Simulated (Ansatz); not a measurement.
**Bands, cutoff and cost in G0W0 for Te2Mo (P6_3/mmc)**

Aim: see how the G0W0 gap of Te2Mo (P6_3/mmc) on PBE moves with empty bands and screening cutoff, and what each rung costs.

Method: G0W0 on PBE, plane waves, PAW, in Ansatz 0.2.0.

## 1. The structure

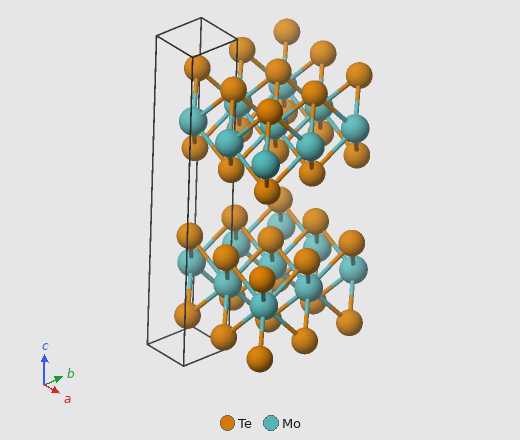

Start, viewed slightly off an axis; tellurium orange, molybdenum teal. 3×3×1 cells are drawn.

The cell and positions come from the Crystallography Open Database and are kept as given unless a step says otherwise. Spin-orbit coupling is left out unless a step names it. The default PAW set here is soft_2. Its files were made with PBE.

## 2. 170 empty bands, screening to 63 eV

G0W0 replaces the xc potential by the self-energy, built once from these orbitals. Only a window of levels is corrected, while the sums run over the empty bands that the input names.

input.yaml

```yaml
crystal:
  lattice:
    - [3.5182, 0.0, 0.0]
    - [-1.7591, 3.0468505756, 0.0]
    - [0.0, 0.0, 13.9736]
  atoms:
    - { symbol: Te, position: [0.3333333333, 0.6666666667, 0.621] }
    - { symbol: Te, position: [0.6666666667, 0.3333333333, 0.121] }
    - { symbol: Te, position: [0.3333333333, 0.6666666667, 0.879] }
    - { symbol: Te, position: [0.6666666667, 0.3333333333, 0.379] }
    - { symbol: Mo, position: [0.3333333333, 0.6666666667, 0.25] }
    - { symbol: Mo, position: [0.6666666667, 0.3333333333, 0.75] }
kpoints:
  mp_grid: { grid: [6, 6, 2] }
hamiltonian:
  xc: pbe
scf:
  occupations: { method: fixed }
gw:
  n_empty_bands: 170
  ecut_chi: 63
  qp_bands: [v2, c2]
  qp_kpoints: band_edges
  screening: { model: contour_deformation }
```

Command:

```console
> ansatz run input.yaml --threads 3 --pin off --max-ram 92160MiB --backend cuda --events-out ev --progress --plain --runs-dir out --devices 1 --max-vram 13GiB  # rebuilt from the run's record
```

Numbers of over 12 decimals in the logs are rounded to 6 here.

Output:

```text
GPUs: using 1 of 1 available (devices: 1).
Engine: ansatz 0.2.0, x86_64-unknown-linux-gnu
Pseudopotentials: kind: paw
Pseudopotential: Te, paw, valence charge 16, recommended cutoff 420 eV (normal), Te.paw.azcp
Pseudopotential: Mo, paw, valence charge 14, recommended cutoff 420 eV (normal), Mo.paw.azcp
Functional definition: PBE
  parameter kappa = 0.804
  parameter beta = 0.066725
  exchange = pbe_x(kappa = kappa, mu = beta*pi^2/3)
  correlation = pbe_c(beta = beta)
device memory: the entry about to start is reckoned to put 2.7 GiB on a device that reports 57.5 GiB free (of which the cap on the GPU budget leaves the run 13.0 GiB)
GPU FFT provider: cuFFT
GPU libraries: cuBLAS 13.8.2, cuFFT 12.4.0, cuSOLVER 12.3.4
Crystal: 6 atoms, lattice volume = 149.789 Å³
Basis set: ecut = 420 eV, 2909 PW (Γ)
Bands: 56, of which v1, the nominal top of the filled ones, is band 46 counted from 1 (45 counted from 0)
Symmetry: 24 space group operations
Space group: P63/mmc (ITA 194), of the structure as read, at distance tolerance 5.3e-5 Å
k-points: 14 of 72
Non-local potential: Te, projectors of the file, l = 0: 2, l = 1: 2, l = 2: 2, l = 3: 2
Non-local potential: Mo, projectors of the file, l = 0: 3, l = 1: 2, l = 2: 2, l = 3: 1
PAW form: soft (Blöchl's): semilocal exchange-correlation on the pseudo side does not see the compensation charge
PAW one-centre angular grid: Te, 590 points (default); XC on 64 Gauss nodes
PAW one-centre angular grid: Mo, 590 points (default); XC on 64 Gauss nodes
Initial density: superposition of atomic densities (neutral atoms: chi_scale 0, normalization atom), corrected by the library's trained network
Initial wavefunctions: pseudopotential atomic-orbital guess
GPU buffer pool allocated for 55296 grid points (all kernels)
GPU transforms: local potential and band sums: pruned to the plane-wave sphere, on 24×24×96
Functional: x = pbe(κ = 0.804, μ = 0.219515), c = pbe(β = 0.066725)
SCF iter   1: F=—  HF=-37833.381216 eV  |F-HF|=—  |Δ(HF+E_count)|=         —  Δρ=4.19e-3  dr2=8.71e-3  ethr=1.77e-3  ⟨swp⟩=5.0  Hψ=2460  notcnv=0  defer=95
preconditioner: auto → Resta (q_TF=auto, 2.515 Å⁻¹)  ε∞=6.9  [insulator: Δε(μ)=0.830 eV  Ē_g=7.483 eV  n_scr=52 (ndim 8)  ℏωp=18.2 eV  f_vac=0.021  ε∞_Penn≈6.9]
SCF iter   2: F=—  HF=-37833.389481 eV  |F-HF|=—  |Δ(HF+E_count)|=   8.27e-3  Δρ=2.47e-3  dr2=2.99e-3  ethr=9.47e-6  ⟨swp⟩=2.4  Hψ=1199  notcnv=0  defer=112
SCF iter   3: F=—  HF=-37833.393603 eV  |F-HF|=—  |Δ(HF+E_count)|=   4.12e-3  Δρ=9.95e-4  dr2=2.69e-3  ethr=3.25e-6  ⟨swp⟩=2.0  Hψ=998  notcnv=0  defer=110
SCF iter   4: F=—  HF=-37833.393755 eV  |F-HF|=—  |Δ(HF+E_count)|=   1.53e-4  Δρ=1.22e-4  dr2=1.84e-5  ethr=2.92e-6  ⟨swp⟩=2.0  Hψ=916  notcnv=0  defer=110
SCF iter   5: F=—  HF=-37833.393789 eV  |F-HF|=—  |Δ(HF+E_count)|=   3.36e-5  Δρ=5.42e-5  dr2=4.65e-6  ethr=2.00e-8  ⟨swp⟩=2.1  Hψ=1035  notcnv=0  defer=73
SCF iter   6: F=—  HF=-37833.393799 eV  |F-HF|=—  |Δ(HF+E_count)|=   1.05e-5  Δρ=1.29e-5  dr2=2.91e-7  ethr=5.06e-9  ⟨swp⟩=2.0  Hψ=992  notcnv=0  defer=73
SCF iter   7: F=-37833.393800 eV  HF=-37833.393800 eV  |F-HF|=1.89e-8  |Δ(HF+E_count)|=   3.60e-7  Δρ=4.25e-6  dr2=3.42e-8  ethr=1.09e-10  ⟨swp⟩=10.9  Hψ=2886  notcnv=0
SCF 1 converged in 7 iterations: F = -37833.393800 eV  dr2 = 3.42e-8
  greatest PAW one-centre occupation: 0.998 electrons in one spin orbital (limit 2), on the Mo atom at site 5 (counted from 0), in its partial waves of l = 0
device memory: the entry about to start is reckoned to put 3.3 GiB (of the 3.4 GiB reckoned in all, the device holds 0.1 GiB already) on a device that reports 55.7 GiB free (of which the cap on the GPU budget leaves the run 13.0 GiB)
NSCF: frozen V_eff on 14 k-points
the band table was solved once the SCF had ended and its energy, with any forces and stress, was formed, with the checks that follow a solve (3063 applications of the Hamiltonian). They found nothing against the state; the energy, forces and stress were not computed again (output.eigenvalues in the input reference)
device memory: the entry about to start is reckoned to put 4.2 GiB on a device that reports 55.1 GiB free (of which the cap on the GPU budget leaves the run 13.0 GiB)
NSCF: frozen V_eff on 14 k-points
G₀W₀ screening: q 1/14
[... further progress lines ...]
SCF converged after 7 iterations
Free energy (F): -37833.393800 eV
Harris-Foulkes:  -37833.393800 eV  (|F-HF|=1.89e-8)
Internal energy: -37833.393800 eV  (E = F + TS)
E sigma→0 (E₀):  -37833.393800 eV
Fermi energy:    12.476785 eV
--- Per-component energies (eV) ---
  E_band       = -1144.069831
  E_kinetic    = 1609.785122
  E_local      = -7394.316016  (includes V_loc(G=0)·N_el)
  E_nonlocal   = -952.600477
  E_hartree    = 4140.452821
  E_xc         = -866.129895
  E_vxc        = -877.433077  (∫ρ·V_xc dr)
  E_paw        = -25053.963139  (= ΣΔE_a)
  E_vpaw       = -1810.415581  (= ΣTr[D̂ρ^β])
  E_aug_tail   = -0.000600  (compensation charges beyond the density's cutoff)
  E_ewald      = -9316.621616
  E_smearing   = -0.000000  (= −TS)
  E_closure    = 0.000000  (closes the sum)
  Σ components = -37833.393800   (vs F -37833.393800, Δ=0.00e0)
--- Band table (eV; the first three rows and the last of 14) ---
  k-point 0: bands = [... 42 lower, 11.4630, 11.4630, 12.1533, 12.4768, 15.3790, 15.3790, 15.5118, 15.5118, ... 6 higher]
  k-point 1: bands = [... 42 lower, 11.4454, 11.4454, 12.3955, 12.3955, 15.4167, 15.4167, 15.4167, 15.4167, ... 6 higher]
  k-point 2: bands = [... 42 lower, 11.2493, 11.4875, 12.0321, 12.1938, 14.2805, 14.5480, 14.5744, 14.8163, ... 6 higher]
  k-point 13: bands = [... 42 lower, 10.4828, 10.4828, 12.2673, 12.2673, 13.4563, 13.4563, 14.1035, 14.1035, ... 6 higher]
--- G₀W₀: contour deformation, 7 samples at zero and on the imaginary axis and 1 off it, 72 q-points, 170 empty bands' worth ---
  eigenvalues of the whole cell's RPA ε∞ on this k-mesh (on a slab, of 1 + 4πα/V) = 10.7398, 20.1646, 20.1646; static W/v taken at q = 0 is 0.052552
  gw.qp_kpoints: band_edges: 13 of 14 stored k-points solved, in 1 pass; an edge of the gap read off the rows below is read off those points alone
    valence top: of the k-points left out ik 5 came nearest to being solved in a further pass, in band 46 (counted from 1, as in the quasiparticle table): it holds the edge there only if its correction is more favourable than any solved in that band by at least 0.798 eV; those differ by 0.438 eV
    conduction bottom: of the k-points left out ik 5 came nearest to being solved in a further pass, in band 47 (counted from 1, as in the quasiparticle table): it holds the edge there only if its correction is more favourable than any solved in that band by at least 0.551 eV; those differ by 0.249 eV
    ik  band        ε_KS         Σx   Σc(E_QP)       V_xc       Z   E_QP_lin       E_QP  E_QP is
     0    45     12.1533   -16.2237     1.4800   -14.7039  0.7687    12.1136    12.1136  root
     0    46     12.4768   -18.8277     0.7042   -18.5220  0.7312    12.8735    12.8754  root
     0    47     15.3790   -12.6210    -3.6776   -16.8236  0.7335    15.9138    15.9039  root
     0    48     15.3790   -12.6210    -3.6776   -16.8236  0.7335    15.9138    15.9039  root
     1    45     12.3955   -18.2145     0.9029   -17.6124  0.7393    12.6951    12.6964  root
     1    46     12.3955   -18.2145     0.9029   -17.6124  0.7393    12.6951    12.6964  root
     1    47     15.4167   -12.5953    -3.7030   -16.8153  0.7312    15.9429    15.9337  root
     1    48     15.4167   -12.5953    -3.7030   -16.8153  0.7312    15.9429    15.9337  root
     2    45     12.0321   -18.6367     0.9978   -17.9967  0.7283    12.3878    12.3899  root
     2    46     12.1938   -16.2987     1.4124   -14.8737  0.7692    12.1812    12.1812  root
     2    47     14.2805   -13.0711    -3.6397   -17.2426  0.7330    14.8231    14.8122  root
     2    48     14.5480   -13.5327    -3.6838   -17.8596  0.7448    15.2040    15.1911  root
     3    45     12.0781   -17.8981     1.1246   -17.0180  0.7410    12.3216    12.3226  root
     3    46     12.0781   -17.8981     1.1246   -17.0180  0.7410    12.3216    12.3226  root
     3    47     14.4364   -13.2857    -3.6689   -17.5145  0.7328    15.0086    14.9963  root
     3    48     14.4364   -13.2857    -3.6689   -17.5145  0.7328    15.0086    14.9963  root
     4    45     11.5764   -17.8902     1.5279   -16.5541  0.7353    11.7674    11.7682  root
     4    46     11.7222   -18.2412     1.3954   -17.0914  0.7353    11.9665    11.9678  root
     4    47     13.5958   -14.0358    -3.6674   -18.3238  0.7268    14.2271    14.2165  root
     4    48     13.9727   -14.3824    -3.5470   -18.5414  0.7244    14.5973    14.5847  root
     6    45     11.8745   -16.5397     1.4373   -15.1507  0.7571    11.9228    11.9229  root
     6    46     12.1636   -17.0046     1.3013   -15.8132  0.7592    12.2733    12.2736  root
     6    47     13.7445   -16.0700    -3.8046   -20.6409  0.7084    14.5309    14.5108  root
     6    48     13.8032   -15.8020    -3.8422   -20.3909  0.7094    14.5697    14.5499  root
[...]
12    45     12.1713   -17.8470     0.6754   -17.5288  0.7225    12.5267    12.5286  root
    12    46     12.4105   -18.5644     0.5342   -18.4557  0.7227    12.8339    12.8360  root
    12    47     13.4493   -15.3409    -3.6075   -19.6439  0.7165    14.1580    14.1448  root
    12    48     13.4493   -15.3409    -3.6075   -19.6439  0.7165    14.1580    14.1448  root
    13    45     12.2673   -18.0639     0.5966   -17.8507  0.7232    12.6489    12.6508  root
    13    46     12.2673   -18.0639     0.5966   -17.8507  0.7232    12.6489    12.6508  root
    13    47     13.4563   -15.3359    -3.6104   -19.6408  0.7166    14.1640    14.1507  root
    13    48     13.4563   -15.3359    -3.6104   -19.6408  0.7166    14.1640    14.1507  root
```

The job ended after 18 s (1 × NVIDIA H100 80GB HBM3 (shared by 6 runs) with 3 threads of AMD EPYC 7R13 (Zen 3), shared host; peak memory 1.3 GiB).

This step gave:

```
bands summed                                 : 216
RPA ε∞ on this mesh (eigenvalues)            : 10.74, 20.16, 20.16
plane waves in the screening matrix          : 163
q-points in the mesh                         : 72
G0W0 gap on the mesh                         : 0.9466 eV
k of the valence top                         : 0, 0, 0
k of the conduction bottom                   : 0.1667, 0.1667, 0
starting gap on the mesh                     : 0.8260 eV
Z at the valence top                         : 0.7312
Z at the conduction bottom                   : 0.7429
least direct G0W0 gap on the computed points : 1.309 eV
```

The gap on the mesh goes from 0.83 eV to 0.95 eV, a correction of +0.12 eV. Between the two edge states, bare exchange in place of the xc potential would open the gap by 4.04 eV, and correlation takes back 3.92 eV.

## 3. 481 empty bands, screening to 126 eV

Bands and screening cutoff are moved together, since each hides the error of the other.

Edit input.yaml of step 2 so:

```diff
@@ -19,4 +19,4 @@
 gw:
-  n_empty_bands: 170
-  ecut_chi: 63
+  n_empty_bands: 481
+  ecut_chi: 126
   qp_bands: [v2, c2]
```

Output:

```text
GPUs: using 1 of 1 available (devices: 1).
[...]
GPU FFT provider: cuFFT
GPU libraries: cuBLAS 13.8.2, cuFFT 12.4.0, cuSOLVER 12.3.4
Crystal: 6 atoms, lattice volume = 149.789 Å³
Basis set: ecut = 420 eV, 2909 PW (Γ)
Bands: 56, of which v1, the nominal top of the filled ones, is band 46 counted from 1 (45 counted from 0)
Symmetry: 24 space group operations
[...]
k-points: 14 of 72
[...]
GPU buffer pool allocated for 55296 grid points (all kernels)
[...]
SCF iter   1: F=—  HF=-37833.381216 eV  |F-HF|=—  |Δ(HF+E_count)|=         —  Δρ=4.19e-3  dr2=8.71e-3  ethr=1.77e-3  ⟨swp⟩=5.0  Hψ=2460  notcnv=0  defer=95
[...]
SCF iter   7: F=-37833.393800 eV  HF=-37833.393800 eV  |F-HF|=1.89e-8  |Δ(HF+E_count)|=   3.60e-7  Δρ=4.25e-6  dr2=3.42e-8  ethr=1.09e-10  ⟨swp⟩=10.9  Hψ=2886  notcnv=0
SCF 1 converged in 7 iterations: F = -37833.393800 eV  dr2 = 3.42e-8
[...]
NSCF: frozen V_eff on 14 k-points
[...]
G₀W₀ screening: q 1/14
[... further progress lines ...]
SCF converged after 7 iterations
Free energy (F): -37833.393800 eV
[...]
Internal energy: -37833.393800 eV  (E = F + TS)
E sigma→0 (E₀):  -37833.393800 eV
Fermi energy:    12.476785 eV
[...]
--- Band table (eV; the first three rows and the last of 14) ---
  k-point 0: bands = [... 42 lower, 11.4630, 11.4630, 12.1533, 12.4768, 15.3790, 15.3790, 15.5118, 15.5118, ... 6 higher]
  k-point 1: bands = [... 42 lower, 11.4454, 11.4454, 12.3955, 12.3955, 15.4167, 15.4167, 15.4167, 15.4167, ... 6 higher]
  k-point 2: bands = [... 42 lower, 11.2493, 11.4875, 12.0321, 12.1938, 14.2805, 14.5480, 14.5744, 14.8163, ... 6 higher]
  k-point 13: bands = [... 42 lower, 10.4828, 10.4828, 12.2673, 12.2673, 13.4563, 13.4563, 14.1035, 14.1035, ... 6 higher]
[...]
bands read: the sum over 527 bands ends inside a degenerate multiplet in 8 slots, whose members it reads at an even weight; the widest, k=1: bands 527 to 530 (counted from 1) at 1/4 each
[...]
0    45     12.1533   -16.2237     1.0783   -14.7039  0.7658    11.7079    11.7119  root
     0    46     12.4768   -18.8277     0.3165   -18.5220  0.7241    12.4876    12.4876  root
     0    47     15.3790   -12.6210    -4.0937   -16.8236  0.7293    15.4882    15.4878  root
     0    48     15.3790   -12.6210    -4.0937   -16.8236  0.7293    15.4882    15.4878  root
     1    45     12.3955   -18.2145     0.5142   -17.6124  0.7331    12.3076    12.3077  root
     1    46     12.3955   -18.2145     0.5142   -17.6124  0.7331    12.3076    12.3077  root
     1    47     15.4167   -12.5953    -4.1199   -16.8153  0.7271    15.5170    15.5168  root
     1    48     15.4167   -12.5953    -4.1199   -16.8153  0.7271    15.5170    15.5168  root
[...]
13    45     12.2673   -18.0639     0.2554   -17.8507  0.7165    12.3096    12.3097  root
    13    46     12.2673   -18.0639     0.2554   -17.8507  0.7165    12.3096    12.3097  root
    13    47     13.4563   -15.3359    -3.9704   -19.6408  0.7080    13.7933    13.7907  root
    13    48     13.4563   -15.3359    -3.9704   -19.6408  0.7080    13.7933    13.7907  root
```

Run time: 39 s. Hardware: 1 × NVIDIA H100 80GB HBM3 (shared by 6 runs) with 3 threads; peak memory 2.1 GiB.

Numbers from this step:

```yaml
bands_summed: 527
rpa_eps_infinity_on_this_mesh_eigenvalues: 10.68, 19.66, 19.66
plane_waves_in_the_screening_matrix: 499
q_points_in_the_mesh: 72
g0w0_gap_on_the_mesh: 0.9960 eV
k_of_the_valence_top: 0, 0, 0
k_of_the_conduction_bottom: 0.1667, 0.1667, 0
starting_gap_on_the_mesh: 0.8260 eV
z_at_the_valence_top: 0.7241
z_at_the_conduction_bottom: 0.7370
least_direct_g0w0_gap_on_the_computed_points: 1.310 eV
```

Against the run with 6×6×2 mesh, 170 empty bands, screening to 63 eV, the gap moves by +0.05 eV.

## 4. 1035 empty bands, screening to 210 eV

Edit input.yaml of step 3 so:

```diff
@@ -19,4 +19,4 @@
 gw:
-  n_empty_bands: 481
-  ecut_chi: 126
+  n_empty_bands: 1035
+  ecut_chi: 210.0
   qp_bands: [v2, c2]
```

Output:

```text
GPUs: using 1 of 1 available (devices: 1).
[...]
GPU FFT provider: cuFFT
GPU libraries: cuBLAS 13.8.2, cuFFT 12.4.0, cuSOLVER 12.3.4
Crystal: 6 atoms, lattice volume = 149.789 Å³
Basis set: ecut = 420 eV, 2909 PW (Γ)
Bands: 56, of which v1, the nominal top of the filled ones, is band 46 counted from 1 (45 counted from 0)
Symmetry: 24 space group operations
[...]
k-points: 14 of 72
[...]
1    48     15.4167   -12.5953    -4.2690   -16.8153  0.7259    15.3678    15.3677  root
[...]
13    45     12.2673   -18.0639     0.1128   -17.8507  0.7137    12.1669    12.1671  root
    13    46     12.2673   -18.0639     0.1128   -17.8507  0.7137    12.1669    12.1671  root
    13    47     13.4563   -15.3359    -4.1258   -19.6408  0.7037    13.6361    13.6354  root
    13    48     13.4563   -15.3359    -4.1258   -19.6408  0.7037    13.6361    13.6354  root
[key lines of the parts left out:]
SCF converged after 7 iterations
Free energy (F): -37833.393800 eV
Fermi energy:    12.476785 eV
```

It took 100 s on 1 × NVIDIA H100 80GB HBM3 (shared by 6 runs) with 3 threads; peak memory 4.5 GiB; 3.1 min of CPU time.

Numbers from this step:

| Property | Result |
| --- | --- |
| bands summed | 1081 |
| RPA ε∞ on this mesh (eigenvalues) | 10.65, 19.51, 19.51 |
| plane waves in the screening matrix | 999 |
| G0W0 gap on the mesh | 1.018 eV |
| k of the valence top | 0, 0, 0 |
| k of the conduction bottom | 0.1667, 0.1667, 0 |
| starting gap on the mesh | 0.8260 eV |
| least direct G0W0 gap on the computed points | 1.305 eV |

Against the run with 6×6×2 mesh, 481 empty bands, screening to 126 eV, the gap moves by +0.02 eV.

## 5. Changing the frequency model: 6×6×2 mesh, 1035 empty bands, screening to 210 eV, plasmon pole

A plasmon pole stands in for the full frequency dependence of the screening; this run shows what that costs in accuracy.

Edit input.yaml of step 4 so:

```diff
@@ -23,2 +23,2 @@
   qp_kpoints: band_edges
-  screening: { model: contour_deformation }
+  screening: { model: godby_needs }
```

Output:

```text
GPUs: using 1 of 1 available (devices: 1).
[...]
GPU FFT provider: cuFFT
GPU libraries: cuBLAS 13.8.2, cuFFT 12.4.0, cuSOLVER 12.3.4
Crystal: 6 atoms, lattice volume = 149.789 Å³
Basis set: ecut = 420 eV, 2909 PW (Γ)
Bands: 56, of which v1, the nominal top of the filled ones, is band 46 counted from 1 (45 counted from 0)
Symmetry: 24 space group operations
[...]
k-points: 14 of 72
[...]
1    48     15.4167   -12.5953    -4.1767   -16.8153  0.7925    15.4601    15.4600  root
[...]
13    45     12.2673   -18.0639     0.0932   -17.8507  0.7724    12.1474    12.1475  root
    13    46     12.2673   -18.0639     0.0932   -17.8507  0.7724    12.1474    12.1475  root
    13    47     13.4563   -15.3359    -4.0438   -19.6408  0.7678    13.7175    13.7173  root
    13    48     13.4563   -15.3359    -4.0438   -19.6408  0.7678    13.7175    13.7173  root
[key lines of the parts left out:]
SCF converged after 7 iterations
Free energy (F): -37833.393800 eV
Fermi energy:    12.476785 eV
```

The job ended after 3.2 min (1 × NVIDIA H100 80GB HBM3 (shared by 6 runs) with 3 threads; peak memory 9.3 GiB; 6.7 min of CPU time).

This step gave:

```
bands summed                                 : 1081
plasmon-pole fit frequency                   : 29.10 eV
RPA ε∞ on this mesh (eigenvalues)            : 10.65, 19.51, 19.51
plane waves in the screening matrix          : 999
G0W0 gap on the mesh                         : 1.046 eV
k of the valence top                         : 0, 0, 0
k of the conduction bottom                   : 0.1667, 0.1667, 0
starting gap on the mesh                     : 0.8260 eV
least direct G0W0 gap on the computed points : 1.393 eV
```

Against the run with 6×6×2 mesh, 1035 empty bands, screening to 210 eV, the gap moves by +0.03 eV.

(Continued in part 2 of 2.)

[Paths, hosts, dates, memory and timing lines, banners, echoed tables and standing remarks are left out of the program output.]

[Logs are printed without paths, hosts, clocks, repeated set-up lines and the standing remarks that a program may print on its own settings, such as how far it seeks lower states.]

[Runs of the session that timed out or met a known fault of the program may be left out.]

[Cells called generated may have been cut or substituted from an entry of the Crystallography Open Database or the Materials Project.]

[Hosts, paths, dates, database ids (printed as entryN), source tags and the programs' standing remarks are cut or masked in the printed files.]
